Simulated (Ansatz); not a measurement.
## AgGeF3 (model cell, started as cubic perovskite with Ge in the octahedra): following an unstable mode

Wanted: the energy along a soft mode of AgGeF3 (model cell, started as cubic perovskite with Ge in the octahedra) and the structure at the end.

Main program and level: Ansatz 0.2.0; DFT PBEsol, scalar-relativistic, plane waves, PAW; PAW set soft_1.

The structure was built from a prototype and need not be the compound's stable phase.

### Step 1. The starting structure

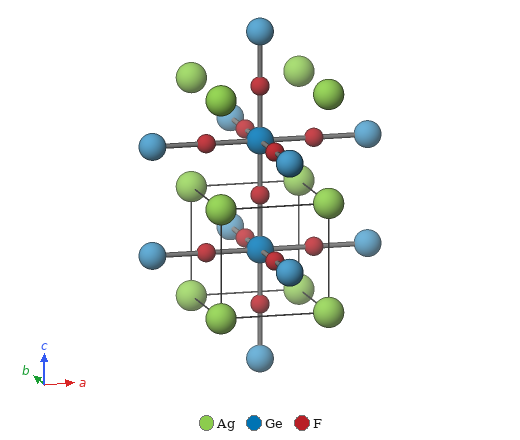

Start, viewed slightly off an axis; silver green, germanium blue, fluorine red. 1×1×2 cells are drawn. Some periodic images of atoms are drawn too.

### Step 2. Phonons on a q mesh

The cell comes from relaxations at this level that are not shown. Stability and thermal properties need the whole zone. Linear response on a 4×4×4 q mesh gives force constants as far as a supercell of that size would.

input.yaml

```yaml
crystal:
  lattice:
    - [4.2639971677, 0.0, 0.0]
    - [0.0, 4.2639971677, 0.0]
    - [0.0, 0.0, 4.2639971677]
  atoms:
    - { symbol: Ag, position: [0.0, 0.0, 0.0] }
    - { symbol: Ge, position: [0.5, 0.5, 0.5] }
    - { symbol: F, position: [0.5, 0.5, 0.0] }
    - { symbol: F, position: [0.5, 0.0, 0.5] }
    - { symbol: F, position: [0.0, 0.5, 0.5] }
kpoints:
  mp_grid: { grid: [8, 8, 8] }
hamiltonian:
  xc: pbesol
  pseudopotentials: { kind: paw, azcp: { folder: soft_1 }, xc_functional: pbe }
scf:
  occupations: { method: methfessel_paxton, width: 0.2 }
output:
  eigenvalues: true
phonons:
  method: dfpt
  qmesh: [4, 4, 4]
  temperatures: { t_max: 1000, t_step: 50 }
  qpath:
    path:
      - [[0.0, 0.0, 0.0], [0.0, 0.5, 0.0], [0.5, 0.5, 0.0], [0.0, 0.0, 0.0], [0.5, 0.5, 0.5], [0.0, 0.5, 0.0]]
      - [[0.5, 0.5, 0.5], [0.5, 0.5, 0.0]]
    npoints: 10
```

Command:

```sh
$ ansatz run input.yaml --threads 4 --pin off --max-ram 16384MiB --backend cpu --events-out ev --progress --plain --runs-dir out
```

Numbers of over 12 decimals in the logs are rounded to 6 here.

Log:

```text
Engine: ansatz 0.2.0, aarch64-unknown-linux-gnu
Pseudopotentials: kind: paw
Pseudopotential: Ag, paw, valence charge 19, recommended cutoff 420 eV (normal), soft_1/Ag.paw.azcp
Pseudopotential: Ge, paw, valence charge 14, recommended cutoff 420 eV (normal), soft_1/Ge.paw.azcp
Pseudopotential: F, paw, valence charge 7, recommended cutoff 420 eV (normal), soft_1/F.paw.azcp
Functional definition: PBEsol
  exchange = pbesol_x
  correlation = pbesol_c
Crystal: 5 atoms, lattice volume = 77.527 Å³
Basis set: ecut = 420 eV, 1503 PW (Γ), exchange–correlation on 60×60×60 points (8 copies of the dense FFT grid, shifted against one another)
Bands: 33, of which v1, the nominal top of the filled ones, is band 27 counted from 1 (26 counted from 0)
Symmetry: 48 space group operations
k-points: 35 of 512
Non-local potential: Ag, projectors of the file, l = 0: 3, l = 1: 2, l = 2: 2, l = 3: 1
Non-local potential: Ge, projectors of the file, l = 0: 2, l = 1: 2, l = 2: 3, l = 3: 1
Non-local potential: F, projectors of the file, l = 0: 2, l = 1: 2, l = 2: 1
PAW form: soft (Blöchl's): semilocal exchange-correlation on the pseudo side does not see the compensation charge
PAW frozen core: Ag, regenerated for the run's functional, and the local potential with it (the file was generated under x = pbe(κ = 0.804, μ = 0.219515), c = pbe(β = 0.066725))
PAW frozen core: Ge, regenerated for the run's functional, and the local potential with it (the file was generated under x = pbe(κ = 0.804, μ = 0.219515), c = pbe(β = 0.066725))
PAW frozen core: F, regenerated for the run's functional, and the local potential with it (the file was generated under x = pbe(κ = 0.804, μ = 0.219515), c = pbe(β = 0.066725))
PAW one-centre angular grid: Ag, 590 points (default); XC on 64 Gauss nodes
PAW one-centre angular grid: Ge, 590 points (default); XC on 64 Gauss nodes
PAW one-centre angular grid: F, 110 points (default); XC on 64 Gauss nodes
Initial density: superposition of atomic densities (chi_scale 0.1, normalization cell, long waves kept (reshape's long-wave potential 0.10 eV rms))
Initial wavefunctions: pseudopotential atomic-orbital guess
Functional: x = pbesol(κ = 0.804, μ = 0.123457), c = pbesol(β = 0.046)
SCF iter   1: F=—  HF=-14184.083028 eV  |F-HF|=—  |Δ(HF+E_count)|=         —  Δρ=2.14e-1  dr2=3.44e1  ethr=3.10e-3  ⟨swp⟩=5.1  Hψ=4193  notcnv=0
preconditioner: auto → LDOS  [metal: Δε(μ)=0.026 eV  Ē_g=17.234 eV  σ=0.200 eV  W_gap=0.11  n_scr=26 (ndim 8)  ℏωp=28.6 eV  f_vac=0.037  D(μ)=2.58/eV (n_scr^D=18)  β→1.0]
SCF iter   2: F=—  HF=-14177.868685 eV  |F-HF|=—  |Δ(HF+E_count)|=    6.21e0  S|Δr|=    0.00e0  Δρ=1.22e-1  dr2=6.55e0  ethr=3.10e-3  ⟨swp⟩=3.5  Hψ=2948  notcnv=0  defer=42
SCF iter   3: F=—  HF=-14175.877873 eV  |F-HF|=—  |Δ(HF+E_count)|=    1.99e0  S|Δr|=    0.00e0  Δρ=3.52e-2  dr2=8.56e-1  ethr=3.10e-3  ⟨swp⟩=2.7  Hψ=2604  notcnv=0  defer=38
SCF iter   4: F=—  HF=-14175.633581 eV  |F-HF|=—  |Δ(HF+E_count)|=   2.44e-1  S|Δr|=    0.00e0  Δρ=1.49e-2  dr2=1.10e-1  ethr=1.59e-3  ⟨swp⟩=2.2  Hψ=2523  notcnv=0  defer=40
SCF iter   5: F=—  HF=-14175.623871 eV  |F-HF|=—  |Δ(HF+E_count)|=   9.71e-3  S|Δr|=    0.00e0  Δρ=4.75e-3  dr2=1.30e-2  ethr=2.04e-4  ⟨swp⟩=2.1  Hψ=2320  notcnv=0  defer=40
SCF iter   6: F=—  HF=-14175.622963 eV  |F-HF|=—  |Δ(HF+E_count)|=   9.08e-4  S|Δr|=    0.00e0  Δρ=9.21e-4  dr2=5.74e-4  ethr=2.41e-5  ⟨swp⟩=2.0  Hψ=2030  notcnv=0  defer=40
SCF iter   7: F=—  HF=-14175.622875 eV  |F-HF|=—  |Δ(HF+E_count)|=   8.78e-5  S|Δr|=    0.00e0  Δρ=2.18e-4  dr2=2.85e-5  ethr=1.06e-6  ⟨swp⟩=2.1  Hψ=1855  notcnv=0  defer=40
SCF iter   8: F=—  HF=-14175.622834 eV  |F-HF|=—  |Δ(HF+E_count)|=   4.06e-5  S|Δr|=    0.00e0  Δρ=2.71e-5  dr2=6.86e-7  ethr=5.28e-8  ⟨swp⟩=2.0  Hψ=1874  notcnv=0  defer=40
SCF iter   9: F=—  HF=-14175.622847 eV  |F-HF|=—  |Δ(HF+E_count)|=   1.27e-5  S|Δr|=    0.00e0  Δρ=2.25e-6  dr2=2.26e-9  ethr=1.27e-9  ⟨swp⟩=2.3  Hψ=1834  notcnv=0  defer=40
SCF iter  10: F=—  HF=-14175.622847 eV  |F-HF|=—  |Δ(HF+E_count)|=   1.49e-9  S|Δr|=    0.00e0  Δρ=3.37e-7  dr2=6.96e-11  ethr=4.18e-12  ⟨swp⟩=2.0  Hψ=2054  notcnv=0  defer=40
SCF iter  11: F=-14175.622847 eV  HF=-14175.622847 eV  |F-HF|=3.64e-12  |Δ(HF+E_count)|=  3.64e-12  S|Δr|=    0.00e0  Δρ=3.41e-8  dr2=8.45e-13  ethr=1.00e-12  ⟨swp⟩=11.5  Hψ=5799  notcnv=0
SCF 1 converged in 11 iterations: F = -14175.622847 eV  dr2 = 8.45e-13
  greatest PAW one-centre occupation: 1.000 electrons in one spin orbital (limit 2), on the Ag atom at site 0 (counted from 0), in its partial waves of l = 0
Initial density: read from a saved state, or passed on in memory by an earlier SCF of this step, an earlier step, the calling program or the single point that the run made first
iter 1 solved again at ethr=9.70e-8 eV; its pass at ethr=3.10e-3 eV (dr2=5.24e-5 eV) is discarded
SCF iter   1: F=—  HF=-14175.622850 eV  |F-HF|=—  |Δ(HF+E_count)|=         —  Δρ=2.96e-7  dr2=1.98e-11  ethr=9.70e-8  ⟨swp⟩=3.0  Hψ=6949  notcnv=0
eigensolver tolerance schedule: the retry pair's looser diagonalisation over-reported the residual by 2639542.66 of it (diagonalisation noise at an unbounded share of the residual, at the tolerance the schedule requests for it); recorded, not acted on — ethr = c·dr2/N_el stays at c = 1.0e-1
preconditioner: auto → Kerker (q_TF=auto, 2.569 Å⁻¹)  [metal: Δε(μ)=0.091 eV  Ē_g=16.472 eV  σ=0.200 eV  W_gap=0.38  n_scr=26 (ndim 8)  ℏωp=28.6 eV  f_vac=0.059  D(μ)=0.42/eV (n_scr^D=0)]
SCF iter   2: F=—  HF=-14175.622847 eV  |F-HF|=—  |Δ(HF+E_count)|=   2.44e-6  S|Δr|=    0.00e0  Δρ=1.60e-7  dr2=8.04e-12  ethr=1.00e-12  ⟨swp⟩=3.9  Hψ=5322  notcnv=0
SCF iter   3: F=-14175.622847 eV  HF=-14175.622847 eV  |F-HF|=7.28e-12  |Δ(HF+E_count)|=  3.64e-12  S|Δr|=    0.00e0  Δρ=9.24e-8  dr2=2.16e-12  ethr=1.00e-12  ⟨swp⟩=1.0  Hψ=2450  notcnv=0
SCF 2 converged in 3 iterations: F = -14175.622847 eV  dr2 = 2.16e-12
phonons: the bands overlap, so this run is a metal and interpolates without the dipole-dipole term. If the crystal is really an insulator or semiconductor, its LO-TO splitting is missing
NSCF: frozen V_eff on 35 k-points
NSCF: frozen V_eff on 125 k-points
DFPT response loops at q = (0, 0, 0) (fractional): preconditioner auto → Kerker (q_TF=auto, 2.569 Å⁻¹) (partly filled bands, converged f_vac=0.059); β = 1.00, the filter's whole step (`scf.mixing.beta` (0.50) is not read by the response loops under this deck's `scf.mixing.preconditioner`; to damp them name `kerker` or `kerker_dos`, under which they read `scf.mixing.beta`, and type it under 1.00, their step now; both keys bind the ground state too); Broyden in place of MSR1
NSCF: frozen V_eff on 400 k-points
DFPT response loops at q = (0, 0, 0.25) (fractional): mixed as the last ones told, above
NSCF: frozen V_eff on 250 k-points
DFPT response loops at q = (0, 0, -0.5) (fractional): mixed as the last ones told, above
NSCF: frozen V_eff on 640 k-points
DFPT response loops at q = (0, 0.25, 0.25) (fractional): mixed as the last ones told, above
NSCF: frozen V_eff on 400 k-points
DFPT response loops at q = (0, 0.25, -0.5) (fractional): mixed as the last ones told, above
NSCF: frozen V_eff on 250 k-points
DFPT response loops at q = (0, -0.5, -0.5) (fractional): mixed as the last ones told, above
NSCF: frozen V_eff on 1024 k-points
DFPT response loops at q = (0.25, 0.25, 0.25) (fractional): mixed as the last ones told, above
NSCF: frozen V_eff on 640 k-points
DFPT response loops at q = (0.25, 0.25, -0.5) (fractional): mixed as the last ones told, above
NSCF: frozen V_eff on 400 k-points
DFPT response loops at q = (0.25, -0.5, -0.5) (fractional): mixed as the last ones told, above
NSCF: frozen V_eff on 250 k-points
DFPT response loops at q = (-0.5, -0.5, -0.5) (fractional): mixed as the last ones told, above
SCF converged after 11 iterations
Stability not checked: this state was not tested for a lower state beside it, because cold or Methfessel-Paxton smearing, or corrected tetrahedra, fill the levels in a way that the test cannot read (fill_not_monotonic; see scf.lower_state_search)
Free energy (F): -14175.622847 eV
Harris-Foulkes:  -14175.622847 eV  (|F-HF|=3.64e-12)
Internal energy: -14175.625374 eV  (E = F + TS)
E sigma→0 (E₀):  -14175.623479 eV
Entropy (-TS):   0.002527 eV (0.505 meV/atom)
Fermi energy:    7.438253 eV
--- Per-component energies (eV) ---
  E_band       = -652.131879
  E_kinetic    = 1148.905615
  E_local      = -6587.722434  (includes V_loc(G=0)·N_el)
  E_nonlocal   = 512.688931
  E_hartree    = 2913.098541
  E_xc         = -453.201625
  E_vxc        = -554.424781  (∫ρ·V_xc dr)
  E_paw        = -6448.323877  (= ΣΔE_a)
  E_vpaw       = -997.778604  (= ΣTr[D̂ρ^β])
  E_aug_tail   = 0.002313  (compensation charges beyond the density's cutoff)
  E_ewald      = -5262.440842
  E_core_change = 1.368006  (= ΣΔE_core)
  E_smearing   = 0.002527  (= −TS)
  E_closure    = 0.000000  (closes the sum)
  Σ components = -14175.622847   (vs F -14175.622847, Δ=0.00e0)
--- Band table (eV; the first three rows and the last of 35) ---
  k-point 0: bands = [... 23 lower, 3.4660, 3.6188, 3.6188, 3.6188, 6.8526, 13.6854, 13.6854, 13.6854, ... 2 higher]
  k-point 1: bands = [... 23 lower, 3.5492, 3.6204, 3.6830, 3.6830, 7.0311, 13.1912, 13.7015, 13.7015, ... 2 higher]
  k-point 2: bands = [... 23 lower, 3.7107, 3.8206, 3.8206, 3.9772, 7.4865, 12.2265, 13.7589, 13.7589, ... 2 higher]
  k-point 34: bands = [... 23 lower, 3.5355, 3.7252, 3.7252, 8.4998, 8.5914, 10.4562, 10.4562, 10.4562, ... 2 higher]
--- Phonons (Γ-DFPT): 4 representative perturbations + reference (Σ response iterations 13) ---
  ASR residual: 2.046e-5 → 0.000e0 eV/Å²; symmetrization residual: 7.723e-6 eV/Å²
  ASR residual per site (eV/Å²): 2.87e-6 1.89e-6 2.05e-5 2.05e-5 2.05e-5
  Γ frequencies (cm⁻¹): -189.93 -189.93 -189.93 -79.26 -79.26 -79.26 -76.32 -76.32 -76.32 0.00 0.00 0.00 122.23 122.23 122.23
--- Phonons (arbitrary-q DFPT): 10 irreducible q on the 4×4×4 mesh ---
  q = [0.0000, 0.0000, 0.0000] (star 1, of the zone-centre solve; hermiticity 7.49e-6, symmetrization 2.58e-11): -189.93 -189.93 -189.93 -79.26 -79.26 -79.26 -76.32 -76.32 -76.32 -0.00 -0.00 0.00 122.23 122.23 122.23
  q = [0.0000, 0.0000, 0.2500] (star 6, 9 solved perturbations in 1560 linear systems a pass and spin channel, the states on 200 of 512 k-point pairs; hermiticity 1.68e-6, symmetrization 7.96e-12): -187.43 -187.43 -108.01 -76.47 -76.47 -73.83 -73.83 -71.03 19.30 19.30 22.70 114.42 114.42 162.11 226.79
  q = [0.0000, 0.0000, -0.5000] (star 3, 9 solved perturbations in 975 linear systems a pass and spin channel, the states on 125 of 512 k-point pairs; hermiticity 5.46e-7, symmetrization 2.80e-12): -185.51 -185.51 -105.06 -75.12 -75.12 -70.61 -70.61 -62.59 24.72 43.14 43.14 102.43 102.43 227.36 325.50
  q = [0.0000, 0.2500, 0.2500] (star 12, 9 solved perturbations in 2460 linear systems a pass and spin channel, the states on 320 of 512 k-point pairs; hermiticity 1.39e-6, symmetrization 5.58e-13): -184.20 -114.81 -106.87 -88.36 -74.08 -69.28 -53.56 -25.33 7.11 74.38 107.12 149.66 167.58 224.67 235.16
  q = [0.0000, 0.2500, -0.5000] (star 12, 15 solved perturbations on 200 of 512 k-point pairs; hermiticity 5.62e-7, symmetrization 8.79e-14): -181.47 -122.21 -94.88 -84.88 -69.99 -66.26 -39.99 -31.88 21.90 96.47 103.08 159.57 228.06 229.08 326.30
  q = [0.0000, -0.5000, -0.5000] (star 3, 9 solved perturbations in 975 linear systems a pass and spin channel, the states on 125 of 512 k-point pairs; hermiticity 1.33e-6, symmetrization 1.20e-12): -177.88 -134.56 -89.33 -89.33 -57.88 -57.88 -41.27 10.33 10.33 88.29 134.28 224.33 224.33 322.55 343.04
  q = [0.2500, 0.2500, 0.2500] (star 8, 4 solved perturbations in 1376 linear systems a pass and spin channel, the states on 512 of 512 k-point pairs; hermiticity 3.96e-7, symmetrization 1.40e-12): -116.50 -116.50 -110.86 -60.93 -60.93 -54.35 -28.44 82.88 82.88 148.62 164.60 164.60 222.54 222.54 250.99
  q = [0.2500, 0.2500, -0.5000] (star 12, 9 solved perturbations in 2460 linear systems a pass and spin channel, the states on 320 of 512 k-point pairs; hermiticity 4.05e-7, symmetrization 2.49e-12): -124.28 -120.76 -115.72 -61.84 -61.28 -45.79 72.11 96.06 114.44 159.36 161.94 220.01 225.24 245.47 331.26
  q = [0.2500, -0.5000, -0.5000] (star 6, 9 solved perturbations in 1560 linear systems a pass and spin channel, the states on 200 of 512 k-point pairs; hermiticity 1.46e-6, symmetrization 4.38e-13): -135.82 -123.67 -123.67 -62.52 -62.52 -53.66 108.82 108.82 136.72 156.95 219.69 219.69 226.07 322.09 327.36
  q = [-0.5000, -0.5000, -0.5000] (star 1, 4 solved perturbations in 350 linear systems a pass and spin channel, the states on 125 of 512 k-point pairs; hermiticity 6.60e-7, symmetrization 3.02e-12): -137.10 -137.10 -137.10 -62.38 -62.38 -62.38 139.50 139.50 139.50 213.48 213.48 213.48 216.16 321.26 321.26
  sum rule: each row above includes the acoustic sum rule's correction from the zone centre's row sums; it moved no ω² by more than (0.54 cm⁻¹)²
  mesh force constants: q→R imaginary residual 1.26e-18; ASR residual 2.046e-5 → 0.000e0 eV/Å²; symmetrization residual 2.220e-15 eV/Å²
  interpolated dispersion: 62 rows × 15 modes
  density of states and harmonic sums: on the 16×16×16 q-mesh, interpolated from the force constants of a 4×4×4 supercell (no non-analytic term)
  largest difference from the sums on the solved wave vectors: F 1.12e-2 eV, S 1.61e-5 and C_V 1.77e-5 eV/K
  zero-point energy: 0.076095 eV/cell   skipped modes (ω ≤ 0): 1211, of them read as no rigid motion or as one in doubt: 1208 (7.239e0 modes/cell left out, lowest -189.93 cm⁻¹)   left out of the sums: 4.83e-1 of the cell's modes: C_V's classical limit lies that fraction below 3 k_B per atom; for a crystal, a wire or a layer, F and S can be off by more, and a phonons.interpolated_qmesh denser along its periods is the remedy for the sampling
```

The job ended after 16 min (4 threads of Arm Neoverse V2, shared host; peak memory 2.8 GiB).

Numbers from this step:

- volume per atom: 15.51 Å³
- gap on the k-mesh: 0 eV
- sum-rule residual before enforcement: 2.05e-5 eV/Å²
- lowest frequency on the path: -189.9 cm⁻¹
- point group: m-3m
- highest frequency on the path or at a solved wavevector: 344.4 cm⁻¹
- highest optical mode at the zone centre (no LO-TO term): 122.2 cm⁻¹
- lowest optical zone-centre mode: -189.9 cm⁻¹
- lowest mode on the q mesh (acoustic modes at Γ apart): -189.9 cm⁻¹

Frequencies (cm⁻¹) solved at each irreducible wavevector; negative means imaginary. Frequencies by wavevector, by row:

```
q in reciprocal lattice units  star  mode 1  mode 2  mode 3  mode 4  mode 13  mode 14  mode 15
                        0 0 0     1  -189.9  -189.9  -189.9   -79.3    122.2    122.2    122.2
                     0 0 0.25     6  -187.4  -187.4    -108   -76.5    114.4    162.1    226.8
                     0 0 -0.5     3  -185.5  -185.5  -105.1   -75.1    102.4    227.4    325.5
                  0 0.25 0.25    12  -184.2  -114.8  -106.9   -88.4    167.6    224.7    235.2
                  0 0.25 -0.5    12  -181.5  -122.2   -94.9   -84.9    228.1    229.1    326.3
                  0 -0.5 -0.5     3  -177.9  -134.6   -89.3   -89.3    224.3    322.6      343
               0.25 0.25 0.25     8  -116.5  -116.5  -110.9   -60.9    222.5    222.5      251
               0.25 0.25 -0.5    12  -124.3  -120.8  -115.7   -61.8    225.2    245.5    331.3
               0.25 -0.5 -0.5     6  -135.8  -123.7  -123.7   -62.5    226.1    322.1    327.4
               -0.5 -0.5 -0.5     1  -137.1  -137.1  -137.1   -62.4    216.2    321.3    321.3
```

Interpolated from a 4×4×4 q mesh. Phonon branches along the path, in cm⁻¹:

```
    point  branch 1  branch 2  branch 3  branch 4  branch 12  branch 13  branch 14  branch 15
        Γ      -190      -190      -190       -79          0        122        122        122
        X      -186      -186      -105       -75        102        102        227        326
        M      -178      -135       -89       -89        224        224        322        343
        Γ      -190      -190      -190       -79          0        122        122        122
        R      -137      -137      -137       -62        214        216        321        321
        X      -186      -186      -105       -75        102        102        227        326
jump to R      -137      -137      -137       -62        214        216        321        321
        M      -178      -135       -89       -89        224        224        322        343
```

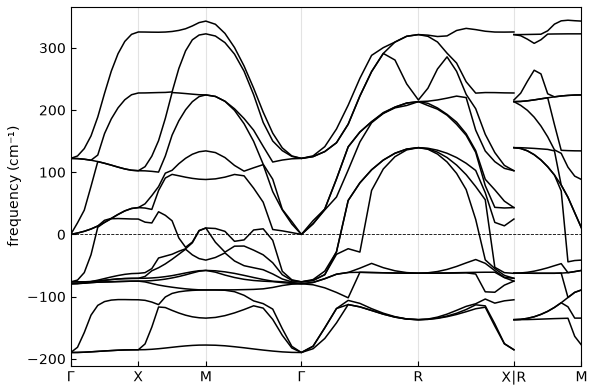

Phonon branches along the path.

Symmetry leaves 10 wavevectors to solve. The lowest mode among them, the acoustic zeros apart, lies at Γ and is imaginary, 189.9i cm⁻¹, so the energy falls along it.

### Step 3. The mode frozen in, largest atomic shift 0 Å

The mode followed lies at q = (0, 0, -0.5) with frequency 185.5i cm⁻¹ and is 2-fold degenerate, one of the unstable modes though not the softest. At small amplitude the distorted cell has space group no. 11 by a symmetry search on the positions. The undistorted cell that holds it gives the zero of energy on the same k mesh.

System of this step: AgGeF3 (model cell, started as cubic perovskite with Ge in the octahedra). Symmetry: Pm-3m, No. 221, cubic system. The conventional cell has a = 4.264 Å, b = 4.264 Å, c = 4.264 Å, α = 90.00°, β = 90.00°, γ = 90.00°. Nearest to Ag lie 12 F at 3.02 Å. Nearest to Ge lie 6 F at 2.13 Å. Nearest to F lie 2 Ge at 2.13 Å. Nearest to F lie 2 Ge at 2.13 Å. Farther neighbours and most contacts between anions are not listed.

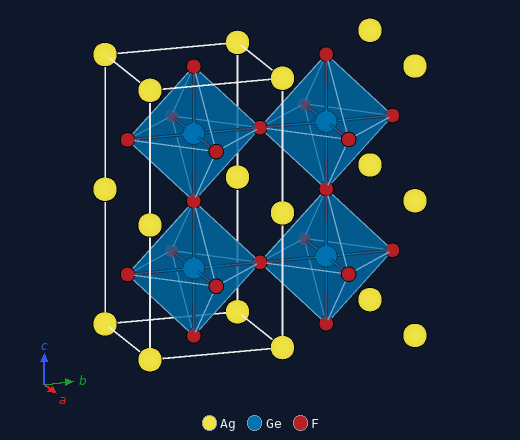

The cell of this step (silver yellow, germanium blue, fluorine red). 1×2×1 cells are drawn. Some periodic images of atoms are drawn too.

input.yaml

```yaml
crystal:
  lattice:
    - [4.2639971677, 0.0, 0.0]
    - [0.0, 4.2639971677, 0.0]
    - [0.0, 0.0, 8.5279943354]
  atoms:
    - { symbol: Ag, position: [0.0, 0.0, 0.0] }
    - { symbol: Ag, position: [0.0, 0.0, 0.5] }
    - { symbol: Ge, position: [0.5, 0.5, 0.25] }
    - { symbol: Ge, position: [0.5, 0.5, 0.75] }
    - { symbol: F, position: [0.5, 0.5, 0.0] }
    - { symbol: F, position: [0.5, 0.5, 0.5] }
    - { symbol: F, position: [0.5, 0.0, 0.25] }
    - { symbol: F, position: [0.5, 0.0, 0.75] }
    - { symbol: F, position: [0.0, 0.5, 0.25] }
    - { symbol: F, position: [0.0, 0.5, 0.75] }
kpoints:
  mp_grid: { grid: [8, 8, 4] }
hamiltonian:
  xc: pbesol
  pseudopotentials: { kind: paw, azcp: { folder: soft_1 }, xc_functional: pbe }
scf:
  occupations: { method: methfessel_paxton, width: 0.2 }
output:
  forces: true
  stress: true
  eigenvalues: true
```

Log:

```text
[...]
Crystal: 10 atoms, lattice volume = 155.053 Å³
Basis set: ecut = 420 eV, 3013 PW (Γ), exchange–correlation on 60×60×120 points (8 copies of the dense FFT grid, shifted against one another)
Bands: 65, of which v1, the nominal top of the filled ones, is band 54 counted from 1 (53 counted from 0)
Symmetry: 32 space group operations
[...]
k-points: 45 of 256
[...]
k-point 0: bands = [... 50 lower, 3.8890, 3.9895, 3.9895, 5.4374, 6.8526, 8.1119, 11.4480, 12.3989, ... 7 higher]
  k-point 1: bands = [... 50 lower, 3.8409, 3.9423, 3.9423, 4.9710, 7.0311, 7.9568, 11.5145, 13.1867, ... 7 higher]
  k-point 2: bands = [... 50 lower, 3.8206, 3.8206, 3.9771, 3.9771, 7.4865, 7.4865, 12.2265, 12.2265, ... 7 higher]
  k-point 44: bands = [... 50 lower, 3.8100, 3.8100, 7.6081, 7.6081, 8.7197, 8.7197, 10.3117, 10.3117, ... 7 higher]
[key lines of the parts left out:]
SCF converged after 9 iterations
Free energy (F): -28351.245694 eV
Fermi energy:    7.438259 eV
P = ⅓ Tr σ = 0.0089 GPa (0.089 kbar)
```

Elapsed: 6.6 s, on 4 threads; peak memory 0.66 GiB.

Numbers from this step:

```
pressure                         : 0.008918 GPa
energy from the undistorted cell : 0 meV/atom
```

The run ends at a pressure of 0.01 GPa.

(Part 1 of 4 ends here.)

[Logs are printed without paths, hosts, clocks, repeated set-up lines and the standing remarks that a program may print on its own settings, such as how far it seeks lower states.]

[Hosts, paths, dates, database ids (printed as entryN), source tags and the programs' standing remarks are cut or masked in the printed files.]
